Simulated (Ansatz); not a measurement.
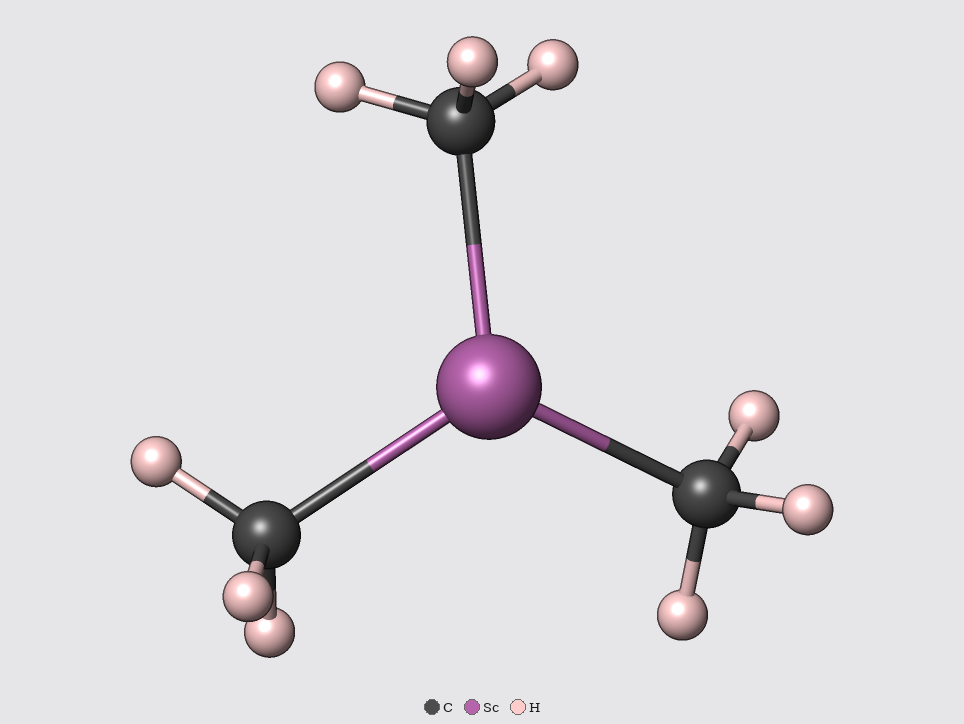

The species is neutral and a spin singlet. Harmonic vibrations computed with RKS PBE0-D4/def2-TZVP (Ansatz 0.2.0) at a stationary point of the same level.

Q: Minimum or transition state?

A: A minimum: no imaginary frequency, and the lowest mode lies at 26 cm⁻¹.

Q: How many vibrational modes are there, and where do they lie?

A: 33 modes: 26, 35, 45, 58, 123, 123, 349, 353, 354, 404, 436, 436, 475, 558, 559, 1148, 1148, 1155, 1414, 1418, 1418, 1422, 1423, 1425, 2991, 2992, 2994, 3065, 3066, 3068, 3082, 3084, 3085 cm⁻¹.
